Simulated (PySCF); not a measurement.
Vertical excitations of a molecule CH8OSi2 from TDA-M06-2X/def2-SVPD in PySCF, as energy in eV (oscillator strength): 7.41 (0.003), 7.60 (0.002), 8.22 (0.003), 8.33 (0.050), 8.33 (0.046), 8.43 (0.078), 8.53 (0.087), 8.75 (0.214), 8.78 (0.011), 9.02 (0.005). Lowest triplet (TDA): 7.13 eV. Geometry optimised at PBE0-D3(BJ)/def2-SVP. The values are those of a single conformer.

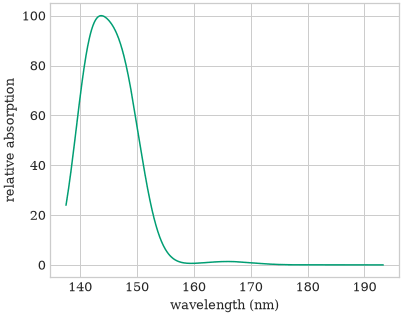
Figure: The lines broadened by 0.4 eV.

### Question
Pick the molecule that these values belong to.
A. C[SiH2]O[SiH3]
B. OC[SiH2][SiH3]
C. CO[SiH2][SiH3]
D. OC([SiH3])[SiH3]

### Answer
A, C[SiH2]O[SiH3]
